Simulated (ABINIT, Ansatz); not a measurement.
## Bismuth (R-3m): zone-centre phonons

Aim: the zone-centre modes of Bismuth (R-3m).

Calculated with ABINIT 10.8.3; DFT LDA, scalar-relativistic, plane waves, HGH norm-conserving pseudopotentials.

**What experiment says.**

For Bi, rhombohedral (rhombohedral powder, earlier literature), “The Crystalline Structure of Thin Bismuth Layers Grown on Silicon (111) Substrates” (2022, pmc:9323643) quotes earlier work: Raman mode (Eg) 69 cm⁻¹ [literature value for powder, quoted for comparison]; Raman mode (A1g) 94.5 cm⁻¹ [literature value for powder, quoted for comparison; the paper's table prints 94].

Report form: the programs' logs are mostly left out.

The database entry behind the starting cell lists a temperature near 78 K, so it need not match the best structure at ambient conditions.

## Step 1: Set-up

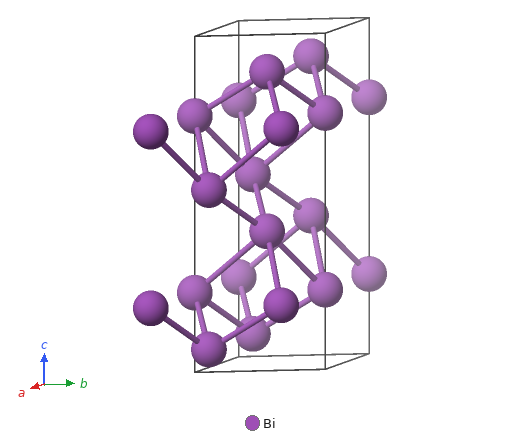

The cell as given, slightly off an axis (bismuth purple). 2×1×1 cells are drawn. This picture shows the conventional cell, with its axes. Some periodic images of atoms are drawn too.

Coordinates:

```cif
data_structure
_symmetry_space_group_name_H-M 'P 1'
_symmetry_Int_Tables_number 1
_cell_length_a 4.6206
_cell_length_b 4.6206
_cell_length_c 4.6206
_cell_angle_alpha 58.182
_cell_angle_beta 58.182
_cell_angle_gamma 58.182
_cell_volume 66.85
loop_
_atom_site_label
_atom_site_type_symbol
_atom_site_fract_x
_atom_site_fract_y
_atom_site_fract_z
_atom_site_occupancy
Bi1 Bi 0.23719 0.23719 0.23719 1
Bi2 Bi 0.76281 0.76281 0.76281 1
```

## Step 2: Relaxing the cell and atoms

The harmonic expansion needs vanishing forces, and a free crystal bears no stress, so cell and atoms are brought to rest. Stress is more sensitive to the basis than forces are: the last 3 Ha under the cutoff are smoothed with ecutsm, and the cutoff is raised above that of the later runs.

The starting cell comes from a relaxation made beforehand in Ansatz (LDA, PseudoDojo NC).

The input, relax.abi:

```
# relaxation
ionmov 2
optcell 2
dilatmx 1.08
ntime 40
tolmxf 1.0d-05
tolvrs 1.0d-14
prtwf 0
prtden 0
chksymtnons 0

# basis, mesh and filling
ecut 26.0
ecutsm 3.0
ixc 7
ngkpt 9 9 9
nshiftk 1
shiftk 0.0 0.0 0.0
istwfk *1
occopt 7
tsmear 0.01
nband 11
nstep 100
diemac 1000000.0
prtebands 0
prtgsr 0
useylm 1

# cell and atoms
acell 3*1.0 Angstrom
rprim 
    2.246519403 1.297028582 3.823696733
    -2.246519403 1.297028582 3.823696733
    0.0 -2.594057164 3.823696733
ntypat 1
znucl 83
natom 2
typat 1 1
xred 
    0.2371881703 0.2371881703 0.2371881703
    0.7628118297 0.7628118297 0.7628118297
pp_dirpath "./pseudo"
pseudos "Bi.hgh"
```

Command:

```sh
OMP_NUM_THREADS=1 mpirun -n 4 abinit relax.abi > relax.log
```

Run time: 5 min. Hardware: 4 MPI ranks of Intel Xeon at 2.70GHz, shared host.

Step by step:

| step | energy less that of the first step (eV) | largest force (eV/Å) | volume (Å³) |
| --- | --- | --- | --- |
| 1 | 0.0000 | 0.1140 | 66.85 |
| 2 | -0.0004 | 0.1035 | 66.79 |
| 3 | -0.0016 | 0.0212 | 66.44 |
| 4 | -0.0017 | 0.0194 | 66.47 |
| 5 | -0.0025 | 0.0135 | 67.04 |
| 6 | -0.0025 | 0.0116 | 67.06 |
| 7 | -0.0027 | 0.0015 | 67.14 |
| 8 | -0.0027 | 0.0017 | 67.12 |
| 9 | -0.0027 | 0.0010 | 67.06 |
| 10 | -0.0027 | 0.0002 | 67.04 |

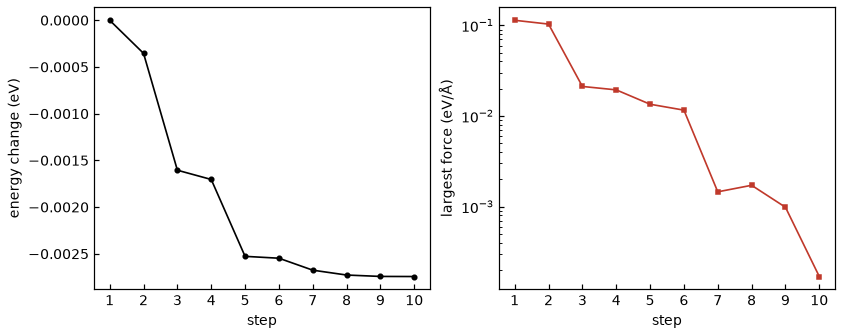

Energy and largest force along the relaxation.

| conventional cell, symmetrised | before | after | change |
| --- | --- | --- | --- |
| a (Å) | 4.493 | 4.474 | -0.4 % |
| b (Å) | 4.493 | 4.474 | -0.4 % |
| c (Å) | 11.471 | 11.602 | +1.1 % |
| volume (Å³/atom) | 33.42 | 33.52 | +0.3 % |

The atoms that moved most (Å, as changes of fractional coordinates times the final cell):

| atom | dx | dy | dz | length |
| --- | --- | --- | --- | --- |
| Bi1 | 0.000 | 0.000 | -0.020 | 0.020 |
| Bi2 | 0.000 | 0.000 | 0.020 | 0.020 |

Final coordinates:

```xyz
2
Lattice="2.2370 1.2916 3.8674 -2.2370 1.2916 3.8674 0.0000 -2.5831 3.8674" Properties=species:S:1:pos:R:3 pbc="T T T"
Bi    0.0000    0.0000    2.7318
Bi    0.0000    0.0000    8.8704
```

Numbers from this step:

```yaml
volume_per_atom: 33.52 Å³
pressure: -0.001214 GPa
gap_on_the_k_mesh: 0.04245 eV
```

The volume changes by +0.3 % from the cell with which this run began.

## Step 3: Self-consistent run for the response

First-order wavefunctions inherit every error of the ground state, hence the very tight tolvrs. Occupations are smeared.

The input, gs.abi:

```
# ground state
tolvrs 1.0d-16
prtden 1
prtwf 1

# basis, mesh and filling
ecut 20.0
ixc 7
ngkpt 10 10 10
nshiftk 1
shiftk 0.0 0.0 0.0
istwfk *1
occopt 7
tsmear 0.01
nband 11
nstep 100
diemac 1000000.0
prtebands 0
prtgsr 0
useylm 1

# cell and atoms
acell 3*1.0 Angstrom
rprim 
    2.237037919 1.291554445 3.867402923
    -2.237037919 1.291554445 3.867402923
    0.0 -2.583108889 3.867402923
ntypat 1
znucl 83
natom 2
typat 1 1
xred 
    0.2354580032 0.2354580032 0.2354580032
    0.7645419968 0.7645419968 0.7645419968
pp_dirpath "./pseudo"
pseudos "Bi.hgh"
```

Command:

```sh
OMP_NUM_THREADS=1 mpirun -n 4 abinit gs.abi > gs.log
```

Elapsed: 21 s, on 4 MPI ranks; 82 s of CPU time.

This step gave:

```
pressure          : -0.02301 GPa
gap on the k-mesh : 0 eV
```

The cell stands at -0.023 GPa, close enough for phonons.

## Step 4: Zone-centre response

At q = 0 one unit cell holds all displacements. The response is solved for single atoms along the cell's directions, and symmetry skips those that follow from others. The crystal is treated as a metal, which screens a static field, so no field response is asked.

The input, dfpt_gamma.abi:

```

# common to the responses
getwfk_filepath "gso_WFK"
kptopt 2
nqpt 1
qpt 0.0 0.0 0.0
asr 0
chneut 0

# displacements
rfphon 1
rfatpol 1 2
rfdir 1 1 1
tolvrs 1.0d-10
prtwf 0

# basis, mesh and filling
ecut 20.0
ixc 7
ngkpt 10 10 10
nshiftk 1
shiftk 0.0 0.0 0.0
istwfk *1
occopt 7
tsmear 0.01
nband 11
nstep 100
diemac 1000000.0
prtebands 0
prtgsr 0
useylm 1

# cell and atoms
acell 3*1.0 Angstrom
rprim 
    2.237037919 1.291554445 3.867402923
    -2.237037919 1.291554445 3.867402923
    0.0 -2.583108889 3.867402923
ntypat 1
znucl 83
natom 2
typat 1 1
xred 
    0.2354580032 0.2354580032 0.2354580032
    0.7645419968 0.7645419968 0.7645419968
pp_dirpath "./pseudo"
pseudos "Bi.hgh"
```

Command:

```sh
OMP_NUM_THREADS=1 mpirun -n 4 abinit dfpt_gamma.abi > dfpt_gamma.log
```

Run time: 55 s. Hardware: 4 MPI ranks; 3.7 min of CPU time.

Numbers from this step:

- largest acoustic frequency at the zone centre before the sum rule: -0.29 cm⁻¹
- highest optical zone-centre mode (no LO-TO term): 103.1 cm⁻¹
- lowest optical zone-centre mode: 70.85 cm⁻¹

The acoustic modes at Γ come out as far as 0.3 cm⁻¹ from zero, where they should vanish, a small numerical error.

## Step 5: Zone-centre analysis

anaddb reads the merged derivatives and imposes the acoustic sum rule.

The input, anaddb.abi:

```
ddb_filepath "gamma_DDB"
output_file "anaddb.abo"
outdata_prefix "anaddb"
asr 1
chneut 1
enunit 2
eivec 1
nph1l 1
qph1l 0.0 0.0 0.0 1.0
```

The input, mrgddb.in:

```
gamma_DDB
merged
2
dfpt_gammao_DDB
gso_DDB
```

Command:

```sh
mrgddb < mrgddb.in > mrgddb.log
OMP_NUM_THREADS=1 anaddb anaddb.abi > anaddb.log
```

It took 0.76 s on 1 thread.

No LO-TO term; unit eigenvectors of the mass-weighted matrix, from anaddb's displacements. Modes at Γ:

| mode | frequency (cm⁻¹) |
| --- | --- |
| 1 | 0.0 |
| 2 | 0.0 |
| 3 | 0.0 |
| 4 | 70.9 |
| 5 | 70.9 |
| 6 | 103.1 |

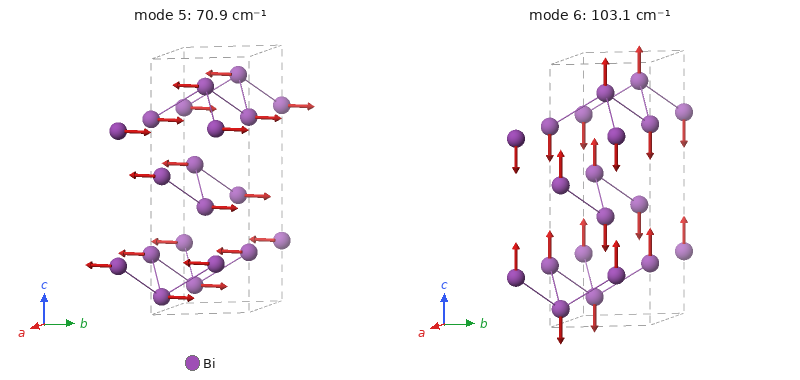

Displacement patterns of modes 5 and 6 at Γ; arrows are exaggerated. Bonds to atoms that aren't drawn are left out. 2×1×1 conventional cells are drawn. Some periodic images of atoms are drawn too.

The rule moves no optical mode by more than 0.1 cm⁻¹.

## Step 6: Results

```json
{
  "space group after relaxation": "R-3m",
  "volume per atom": "33.5 Å³",
  "highest optical zone-centre mode (no LO-TO term)": "103.1 cm⁻¹",
  "lowest optical zone-centre mode": "70.8 cm⁻¹",
  "imaginary optical modes at the zone centre (no q mesh in this session)": "none"
}
```

What this shows: At the LDA level the optical modes of Bismuth (R-3m) at the zone centre run from 71 to 103 cm⁻¹. These are harmonic frequencies at zero temperature: anharmonic shifts and linewidths and thermal expansion are left out. Spin-orbit coupling is left out, which can matter for the heavy elements here. The HGH files keep few electrons and have no core correction, which is cheap but rough for Bi. In a metal the frequencies hang on the k mesh and the smearing, most of all near Kohn anomalies.

Comparison with the measured values:

```
              quantity  measured  LDA norm-conserving, ABINIT
 Raman mode, Eg (cm⁻¹)        69                  71 (+2.8 %)
Raman mode, A1g (cm⁻¹)      94.5                 103 (+9.1 %)
```

Measured values from pmc:9323643 (2022).

How well it matches: The Raman mode is off by +2.8 %: good agreement. The Raman mode is off by +9.1 %: a clear miss. The grades are ours: good and fair within 3 and 7 % for the Raman mode. For Raman mode the calculation has a static lattice, without zero-point motion or thermal expansion.

[Host names and launcher messages were left out of these logs when they were recorded.]

[Logs are printed without paths, hosts, clocks, repeated set-up lines and the standing remarks that a program may print on its own settings, such as how far it seeks lower states.]

[Hosts, paths, dates, database ids (printed as entryN), source tags and the programs' standing remarks are cut or masked in the printed files.]
